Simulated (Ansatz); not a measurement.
# BSiN (singlet): correlated methods under varied settings

Aim: run BSiN (singlet) at one geometry under a spread of methods and options, and see what each costs and gives.

Program: Ansatz 0.2.0, Gaussian basis. Level of theory: the settings change from run to run. These are calculated values, not measurements.

22 further runs of the same task are left out: 2 for a known fault of the program, 10 that didn't finish, 10 set aside as unsound or not needed.

## Step 1: The geometry

The geometry is a PBE0/def2-TZVP stationary point (not a proven minimum).

3 atoms, charge 0, spin multiplicity 1.

Atoms are counted from 1 here; the program's logs count them from 0.

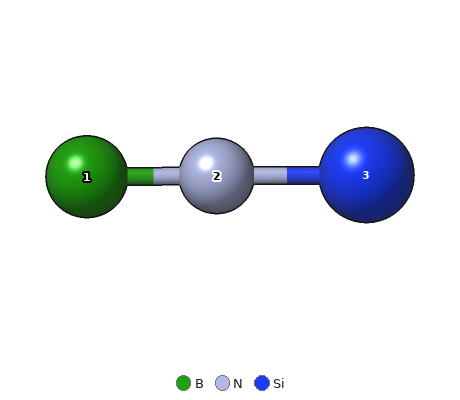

The geometry (boron green, nitrogen light blue, silicon blue); atoms are numbered from 1 in the order of the file.

## Step 2: HF/cc-pVDZ

Input file in.yaml:

```yaml
crystal:
  periodic: [false, false, false]
  atoms:
    - {symbol: B, position_ang: [0.000000, 0.000000, 1.436730]}
    - {symbol: N, position_ang: [0.000000, 0.000000, 0.070506]}
    - {symbol: Si, position_ang: [0.000000, 0.000000, -1.507236]}
basis:
  gaussian: {orbitals: cc-pVDZ}
magnetization: {spin_polarized: false}
hamiltonian: {xc: hf}
output: {orbitals: {seedname: orbitals}}
```

Command:

```
> ansatz run in.yaml --threads 1 --pin off --events-out ev --progress --plain --max-ram 2393MiB
```

Standard output:

```text
Functional definition: HF
  name "HF"
  cite "Fock, Z. Phys. 61, 126 (1930) doi:10.1007/BF01340294"
  parent pbe
  exchange = exact_x
  correlation = 0
454 factors; integrals over basis functions are off by at most 1.1e-3 eV
mean field evaluation 1: about -10010.1759 eV, gradient 3.9e1 eV
mean field evaluation 2: about -10010.1791 eV, gradient 3.9e1 eV
mean field evaluation 4: about -10013.9367 eV, gradient 2.7e0 eV
mean field evaluation 8: about -10013.9721 eV, gradient 3.5e-5 eV
mean field -10013.97213424 eV, -368.0066882190 hartree, gradient 7.0e-5 eV, S^2 0.000000; 0 other end points of the search recorded, 0 dependent functions left out
reference -10013.97213424 eV, -368.0066882190 hartree; 13, 13 occupied and 33, 33 virtual orbitals, 454 factors
Total energy: -10013.97213424 eV, -368.0066882190 hartree
```

It took 3.1 s on 1 thread of Intel Xeon at 2.50GHz, shared host.

## Step 3: HF/cc-pVDZ

Edit in.yaml of step 2 so:

```diff
@@ -8,4 +8,5 @@
   gaussian: {orbitals: cc-pVDZ}
-magnetization: {spin_polarized: false}
+magnetization: {spin_polarized: true, initial_magnetization: 0}
 hamiltonian: {xc: hf}
+accuracy: high
 output: {orbitals: {seedname: orbitals}}
```

Same command.

Standard output:

```text
Functional definition: HF
  name "HF"
  cite "Fock, Z. Phys. 61, 126 (1930) doi:10.1007/BF01340294"
  parent pbe
  exchange = exact_x
  correlation = 0
927 factors; integrals over basis functions are off by at most 3.0e-9 eV
mean field evaluation 1: about -10010.1384 eV, gradient 2.8e1 eV
mean field evaluation 2: about -10010.1806 eV, gradient 2.8e1 eV
mean field evaluation 4: about -10013.9307 eV, gradient 1.9e0 eV
mean field evaluation 8: about -10013.9722 eV, gradient 7.0e-4 eV
mean field evaluation 16: about -10013.9526 eV, gradient 4.8e-1 eV
mean field evaluation 32: about -10013.9722 eV, gradient 4.4e-3 eV
mean field evaluation 64: about -10013.9717 eV, gradient 2.9e-2 eV
mean field evaluation 96: about -10013.9722 eV, gradient 8.8e-2 eV
mean field -10013.97221470 eV, -368.0066911760 hartree, gradient 1.4e-8 eV, S^2 0.000293; 3 other end points of the search recorded, 0 dependent functions left out
reference -10013.97221470 eV, -368.0066911760 hartree; 13, 13 occupied and 33, 33 virtual orbitals, 927 factors
Total energy: -10013.97221470 eV, -368.0066911760 hartree
```

Wall time 21 s (1 thread of Intel Xeon at 2.50GHz, shared host).

From the report: ⟨S²⟩ of the determinant 0.000 (pure singlet: 0.00).

## Step 4: MP2 on RHF/def2-mTZVP

Input file in.yaml:

```yaml
crystal:
  periodic: [false, false, false]
  atoms:
    - {symbol: B, position_ang: [0.000000, 0.000000, 1.436730]}
    - {symbol: N, position_ang: [0.000000, 0.000000, 0.070506]}
    - {symbol: Si, position_ang: [0.000000, 0.000000, -1.507236]}
basis:
  gaussian: {orbitals: def2-mTZVP}
magnetization: {spin_polarized: false}
correlation: {method: mp2, electrons: valence}
```

The command is unchanged.

Standard output:

```text
Functional definition: HF
  name "HF"
  cite "Fock, Z. Phys. 61, 126 (1930) doi:10.1007/BF01340294"
  parent pbe
  exchange = exact_x
  correlation = 0
511 factors; integrals over basis functions are off by at most 1.1e-3 eV
mean field evaluation 1: about -10010.0665 eV, gradient 4.6e1 eV
mean field evaluation 2: about -10010.0686 eV, gradient 4.6e1 eV
mean field evaluation 4: about -10014.7007 eV, gradient 3.4e0 eV
mean field evaluation 8: about -10014.7515 eV, gradient 1.3e-1 eV
mean field -10014.75158923 eV, -368.0353326619 hartree, gradient 1.6e-6 eV, S^2 0.000000; 0 other end points of the search recorded, 0 dependent functions left out
7 core orbitals not correlated: weight in the atoms' cores, before any rotation towards them, 1.000 or more for the frozen orbitals, at most 0.000 for the correlated occupied ones
reference -10014.75158923 eV, -368.0353326619 hartree; 6, 6 occupied and 47, 47 virtual orbitals, 511 factors
second order -8.11560419 eV of doubles, -0.00000000 eV of singles
Total energy: -10022.86719343 eV, -368.3335756151 hartree
```

It took 3.6 s on 1 thread of Intel Xeon at 2.50GHz, shared host.

## Step 5: MP2 on UHF/6-31G*

Edit in.yaml of step 4 so:

```diff
@@ -7,4 +7,5 @@
 basis:
-  gaussian: {orbitals: def2-mTZVP}
-magnetization: {spin_polarized: false}
-correlation: {method: mp2, electrons: valence}
+  gaussian: {orbitals: "6-31G*"}
+magnetization: {spin_polarized: true, initial_magnetization: 0}
+correlation: {method: mp2, electrons: outside_noble_gas}
+output: {forces: true}
```

The command is unchanged.

Standard output, shortened:

```text
Functional definition: HF
  name "HF"
  cite "Fock, Z. Phys. 61, 126 (1930) doi:10.1007/BF01340294"
  parent pbe
[...]
444 factors; integrals over basis functions are off by at most 1.2e-3 eV
[...]
mean field -10013.36971314 eV, -367.9845496519 hartree, gradient 3.5e-6 eV, S^2 0.071310; 8 other end points of the search recorded, 0 dependent functions left out
7 core orbitals not correlated: weight in the atoms' cores, before any rotation towards them, 1.000 or more for the frozen orbitals, at most 0.000 for the correlated occupied ones
reference -10013.36971314 eV, -367.9845496519 hartree; 6, 6 occupied and 36, 36 virtual orbitals, 444 factors
second order -7.83137113 eV of doubles, -0.00000000 eV of singles
[...]
Total energy: -10021.20108427 eV, -368.2723472328 hartree
Atom 0 at     0.000000     0.000000     1.436730 Å, force     0.000000    -0.000000     0.939389 eV/Å
Atom 1 at     0.000000     0.000000     0.070506 Å, force    -0.000000     0.000000     0.108886 eV/Å
Atom 2 at     0.000000     0.000000    -1.507236 Å, force     0.000000     0.000000    -1.048275 eV/Å
Dipole moment:    -0.000000     0.000000    -1.141727 e Å
```

Run time: 17 s. Hardware: 1 thread of Intel Xeon at 2.50GHz, shared host.

From the report: ⟨S²⟩ of the determinant 0.071 (pure singlet: 0.00).

## Step 6: FCI/STO-3G

Input file in.yaml:

```yaml
crystal:
  periodic: [false, false, false]
  atoms:
    - {symbol: B, position_ang: [0.000000, 0.000000, 1.436730]}
    - {symbol: N, position_ang: [0.000000, 0.000000, 0.070506]}
    - {symbol: Si, position_ang: [0.000000, 0.000000, -1.507236]}
basis:
  gaussian: {orbitals: STO-3G}
correlation: {method: fci, electrons: valence}
```

Launched as before.

Standard output:

```text
Functional definition: HF
  name "HF"
  cite "Fock, Z. Phys. 61, 126 (1930) doi:10.1007/BF01340294"
  parent pbe
  exchange = exact_x
  correlation = 0
322 factors; integrals over basis functions are off by at most 4.2e-8 eV
mean field evaluation 1: about -9891.4800 eV, gradient 2.5e1 eV
mean field evaluation 2: about -9891.5110 eV, gradient 2.5e1 eV
mean field evaluation 4: about -9893.9376 eV, gradient 1.3e0 eV
mean field evaluation 8: about -9893.9476 eV, gradient 3.3e-5 eV
mean field -9893.94761806 eV, -363.5958686052 hartree, gradient 1.0e-6 eV, S^2 0.000000; 0 other end points of the search recorded, 0 dependent functions left out; unrestricted orbitals would lower it
mean field evaluation 16: about -9893.9635 eV, gradient 1.3e-1 eV
7 core orbitals not correlated: weight in the atoms' cores, before any rotation towards them, 1.000 or more for the frozen orbitals, at most 0.000 for the correlated occupied ones
reference -9893.94761806 eV, -363.5958686052 hartree; 6, 6 occupied and 6, 6 virtual orbitals, 322 factors
state -9898.76406841 eV, -363.7728698910 hartree
Total energy: -9898.76406841 eV, -363.7728698910 hartree
```

It took 18 s on 1 thread of Intel Xeon at 2.50GHz, shared host.

From the report: 213,544 determinants, symmetry A1.

## Step 7: CISD/cc-pVTZ-DK

Edit in.yaml of step 6 so:

```diff
@@ -7,3 +7,4 @@
 basis:
-  gaussian: {orbitals: STO-3G}
-correlation: {method: fci, electrons: valence}
+  gaussian: {orbitals: cc-pVTZ-DK}
+hamiltonian: {pseudopotentials: {relativity: none}}
+correlation: {active_space: {ras: {orbitals: [6, 0, 81], electrons: 12, max_holes: 2, max_particles: 2}, fixed_orbitals: true}}
```

The command is unchanged.

Standard output:

```text
Functional definition: HF
  name "HF"
  cite "Fock, Z. Phys. 61, 126 (1930) doi:10.1007/BF01340294"
  parent pbe
  exchange = exact_x
  correlation = 0
574 factors; integrals over basis functions are off by at most 1.3e-3 eV
mean field evaluation 1: about -10006.8123 eV, gradient 4.4e1 eV
mean field evaluation 2: about -10006.8206 eV, gradient 4.4e1 eV
mean field evaluation 4: about -10011.1560 eV, gradient 3.3e0 eV
mean field evaluation 8: about -10011.2028 eV, gradient 1.1e-1 eV
mean field -10011.20287817 eV, -367.9049199357 hartree, gradient 2.5e-6 eV, S^2 0.000000; 0 other end points of the search recorded, 0 dependent functions left out
reference -10011.20287817 eV, -367.9049199357 hartree; 13, 13 occupied and 81, 81 virtual orbitals, 574 factors
state -10020.24000855 eV, -368.2370283516 hartree
WARN: the results are in doubt because the basis set is contracted for relativity, which is off
Total energy: -10020.24000855 eV, -368.2370283516 hartree
In doubt: the basis set is contracted for relativity, which is off
```

It took 36 s on 1 thread of Intel Xeon at 2.50GHz, shared host; peak memory 0.33 GiB.

From the report: 89,059 determinants. Mind the lines of doubt at the end of the log.

## Step 8: HF/6-31++G**

Input file in.yaml:

```yaml
crystal:
  periodic: [false, false, false]
  atoms:
    - {symbol: B, position_ang: [0.000000, 0.000000, 1.436730]}
    - {symbol: N, position_ang: [0.000000, 0.000000, 0.070506]}
    - {symbol: Si, position_ang: [0.000000, 0.000000, -1.507236]}
basis:
  gaussian: {orbitals: "6-31++G**"}
magnetization: {spin_polarized: false}
hamiltonian: {xc: hf}
output: {orbitals: {seedname: orbitals}}
```

The command is unchanged.

Standard output:

```text
Functional definition: HF
  name "HF"
  cite "Fock, Z. Phys. 61, 126 (1930) doi:10.1007/BF01340294"
  parent pbe
  exchange = exact_x
  correlation = 0
742 factors; their error is unknown
mean field evaluation 1: about -10008.1050 eV, gradient 4.8e1 eV
mean field evaluation 2: about -10009.1893 eV, gradient 4.3e1 eV
mean field evaluation 4: about -10013.4521 eV, gradient 5.4e-1 eV
mean field evaluation 8: about -10013.7155 eV, gradient 4.1e-1 eV
mean field -10013.71561825 eV, -367.9972614305 hartree, gradient 9.7e-6 eV, S^2 0.000000; 0 other end points of the search recorded, 0 dependent functions left out
reference -10013.71561825 eV, -367.9972614305 hartree; 13, 13 occupied and 48, 48 virtual orbitals, 742 factors
Total energy: -10013.71561825 eV, -367.9972614305 hartree
```

Run time: 3.5 s. Hardware: 1 thread of Intel Xeon at 2.50GHz, shared host.

## Step 9: CCSD(T)/STO-3G

Edit in.yaml of step 8 so:

```diff
@@ -7,5 +7,6 @@
 basis:
-  gaussian: {orbitals: "6-31++G**"}
+  gaussian: {orbitals: STO-3G}
 magnetization: {spin_polarized: false}
-hamiltonian: {xc: hf}
-output: {orbitals: {seedname: orbitals}}
+hamiltonian: {xc: {name: PBE0}}
+correlation: {method: ccsd_t, electrons: outside_noble_gas}
+output: {forces: true}
```

Launched as before.

Standard output, shortened:

```text
Functional definition: PBE0
  name "PBE0"
  cite "Adamo & Barone, J. Chem. Phys. 110, 6158 (1999) doi:10.1063/1.478522"
  cite "Perdew, Burke & Ernzerhof, Phys. Rev. Lett. 77, 3865 (1996) doi:10.1103/PhysRevLett.77.3865"
  parent pbe
[...]
225 factors; integrals over basis functions are off by at most 5.0e-5 eV
[...]
mean field -9914.65683724 eV, -364.3569183727 hartree, gradient 7.5e-7 eV, S^2 0.000000; 0 other end points of the search recorded, 0 dependent functions left out; unrestricted orbitals would lower it
7 core orbitals not correlated: weight in the atoms' cores, before any rotation towards them, 1.000 or more for the frozen orbitals, at most 0.000 for the correlated occupied ones
reference -9893.70047352 eV, -363.5867862109 hartree; 6, 6 occupied and 6, 6 virtual orbitals, 225 factors
second order -4.36628364 eV of doubles, -0.19336717 eV of singles
cycle   1  -4.02006257 eV  change    5.1e-1 eV  update   1.7e-1
[...]
cycle  12  -4.59551076 eV  change    1.0e-6 eV  update   8.7e-7
perturbative correction -0.39429880 eV, -0.0144902138 hartree
[...]
Total energy: -9898.69028308 eV, -363.7701583301 hartree
Atom 0 at     0.000000     0.000000     1.436730 Å, force    -0.000000    -0.000000     1.718081 eV/Å
Atom 1 at     0.000000     0.000000     0.070506 Å, force    -0.000000    -0.000000    -1.591679 eV/Å
Atom 2 at     0.000000     0.000000    -1.507236 Å, force     0.000000     0.000000    -0.126403 eV/Å
Dipole moment:     0.000000     0.000000    -0.789174 e Å
```

Run time: 6 s. Hardware: 1 thread of Intel Xeon at 2.50GHz, shared host.

From the report: correlation -4.9898 eV; T1 0.014; largest double amplitude 0.09. The orbitals are Kohn-Sham ones, so correlation energy and T1 don't compare with those on Hartree-Fock orbitals.

## Step 10: CCSD on RHF/STO-3G

Input file in.yaml:

```yaml
crystal:
  periodic: [false, false, false]
  atoms:
    - {symbol: B, position_ang: [0.000000, 0.000000, 1.436730]}
    - {symbol: N, position_ang: [0.000000, 0.000000, 0.070506]}
    - {symbol: Si, position_ang: [0.000000, 0.000000, -1.507236]}
basis:
  gaussian: {orbitals: STO-3G, point_charges: [{charge: -0.50, position_ang: [2.979, -0.212, -0.383]}]}
magnetization: {spin_polarized: false}
correlation: {method: ccsd, electrons: valence}
```

Same command.

Standard output, shortened:

```text
Functional definition: HF
  name "HF"
  cite "Fock, Z. Phys. 61, 126 (1930) doi:10.1007/BF01340294"
  parent pbe
[...]
225 factors; integrals over basis functions are off by at most 5.0e-5 eV
[...]
mean field -9894.13185691 eV, -363.6026392582 hartree, gradient 2.2e-6 eV, S^2 0.000000; 0 other end points of the search recorded, 0 dependent functions left out; unrestricted orbitals would lower it
7 core orbitals not correlated: weight in the atoms' cores, before any rotation towards them, 1.000 or more for the frozen orbitals, at most 0.000 for the correlated occupied ones
reference -9894.13185691 eV, -363.6026392582 hartree; 6, 6 occupied and 6, 6 virtual orbitals, 225 factors
second order -4.00684837 eV of doubles, -0.00000000 eV of singles
cycle   1  -3.87448480 eV  change    1.3e-1 eV  update   1.5e-1
[...]
cycle  12  -4.41250734 eV  change    7.4e-6 eV  update   8.9e-6
Total energy: -9898.54436426 eV, -363.7647959122 hartree
```

Wall time 1.6 s (1 thread of Intel Xeon at 2.50GHz, shared host).

From the report: correlation -4.4125 eV; T1 0.028; largest double amplitude 0.09.

## Step 11: The runs in one table

Where basis and cores are those of an earlier RCCSDT(Q)/cc-pVDZ run (-10023.0353 eV), and the state is the same kind, the miss against it is given. † marks a result that the program doubts.

| level | correlated | functions | energy (eV) | from RCCSDT(Q) (meV) | time |
| --- | --- | --- | --- | --- | --- |
| HF/cc-pVDZ |  | 46 | -10013.9721 | 9063.2 | 3.1 s |
| HF/cc-pVDZ |  | 46 | -10013.9722 | 9063.1 | 21 s |
| MP2 on RHF/def2-mTZVP | valence | 60 | -10022.8672 |  | 3.6 s |
| MP2 on UHF/6-31G* | outside noble gas | 49 | -10021.2011 |  | 17 s |
| FCI/STO-3G | valence | 19 | -9898.7641 |  | 18 s |
| CISD/cc-pVTZ-DK † | outside noble gas | 94 | -10020.2400 |  | 36 s |
| HF/6-31++G** |  | 61 | -10013.7156 |  | 3.5 s |
| CCSD(T)/STO-3G (on PBE0 orbitals) | outside noble gas | 19 | -9898.6903 |  | 6 s |
| CCSD on RHF/STO-3G (beside a point charge) | valence | 19 | -9898.5444 |  | 1.6 s |

## Step 12: Results

| quantity | value |
| --- | --- |
| runs | 9 |
| quickest | CCSD on RHF/STO-3G (beside a point charge), 1.6 s |
| slowest | CISD/cc-pVTZ-DK †, 36 s |

What this shows: Total energies in different bases, with other cores or another treatment of relativity can't be set against each other. CISD/cc-pVTZ-DK † took 23 times as long as CCSD on RHF/STO-3G (beside a point charge); the jobs differ in more than the method. Hartree-Fock, CASSCF and CASCI lack dynamic correlation by design.
